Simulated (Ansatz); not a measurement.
# Loss of CH4: GeH2(CH3)(SH) → GeH(SH) + CH4

Species: GeH2(CH3)(SH), singlet; GeH(SH), singlet; CH4 (methane) `C`, singlet. 

Shapes, held fixed at every level: PBE0-D4/def2-TZVP. Flexible molecules stand in one conformer, not always the lowest. Programs: Ansatz 0.2.0. The zero-point and thermal change to 298 K, harmonic and unscaled (PBE0-D4/def2-TZVP), is +0.3 kJ/mol.

```json
{"level": "HF/def2-TZVPP", "kind": "Hartree–Fock", "ΔH(298 K) (kJ/mol)": "+70.2", "less CCSD(T)/def2-TZVPP": "-22.5", "CPU time (sum over the molecules)": "–"}
{"level": "SPW92/def2-TZVPP", "kind": "LDA", "ΔH(298 K) (kJ/mol)": "+101.2", "less CCSD(T)/def2-TZVPP": "+8.5", "CPU time (sum over the molecules)": "3.6 s"}
{"level": "r2SCAN-D4/def2-TZVPP", "kind": "meta-GGA", "ΔH(298 K) (kJ/mol)": "+86.3", "less CCSD(T)/def2-TZVPP": "-6.4", "CPU time (sum over the molecules)": "13 s"}
{"level": "BHLYP-D4/def2-TZVPP", "kind": "global hybrid", "ΔH(298 K) (kJ/mol)": "+78.3", "less CCSD(T)/def2-TZVPP": "-14.4", "CPU time (sum over the molecules)": "8.7 s"}
{"level": "PBE0-D4/def2-TZVPP", "kind": "global hybrid", "ΔH(298 K) (kJ/mol)": "+86.8", "less CCSD(T)/def2-TZVPP": "-5.9", "CPU time (sum over the molecules)": "9.3 s"}
{"level": "CCSD/def2-SVP", "kind": "coupled cluster or CI", "ΔH(298 K) (kJ/mol)": "+76.0", "less CCSD(T)/def2-TZVPP": "-16.7", "CPU time (sum over the molecules)": "–"}
{"level": "CCSD(T)/def2-TZVPP", "kind": "coupled cluster or CI", "ΔH(298 K) (kJ/mol)": "+92.7", "less CCSD(T)/def2-TZVPP": "0.0", "CPU time (sum over the molecules)": "24 s"}
```

The highest level, CCSD(T)/def2-TZVPP, gives ΔH(298 K) = +92.7 kJ/mol; the levels span +70.2 to +101.2. The column of differences is taken from that level and isn't an error. No measured value is set beside it here. Relativity is left out for Ge unless named. Correlated rows may include outer-core shells of Ge, which these sets cover unevenly. Times are processor times on shared x86 and Arm servers, and rough.

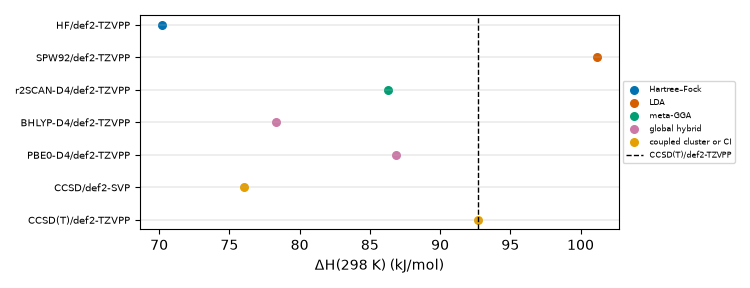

The values of the table, level by level.
